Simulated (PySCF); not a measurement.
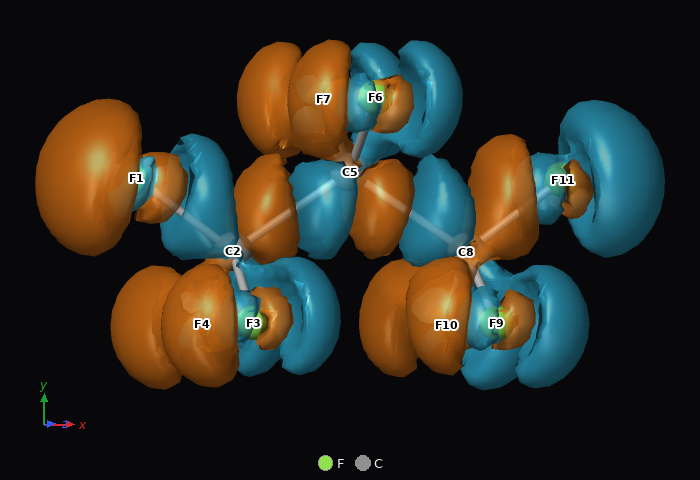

*C3F8, SMILES `FC(F)(F)C(F)(F)C(F)(F)F`. Change of the electron density in a uniform field of 0.21 V/Å, surfaces at ±0.0015 e/Å³ (light blue: gain, orange: loss).*

Level of theory: ωB97X/def2-TZVP (PySCF), at a geometry from GFN2-xTB. No frequency check shows the geometry to be a minimum. A basis without diffuse functions makes polarisabilities too small.

The field was applied in both directions; the picture shows the one opposite to the script's first.

**Along which Cartesian direction does the field point?**

Along −x: electrons gather on the +x side, against the field.

**What dipole is induced, and what polarisability does it imply?**

The induced dipole is 0.43 D (along the field); α along this axis, from the fields in both directions, is 43 bohr³ (6.3 Å³).
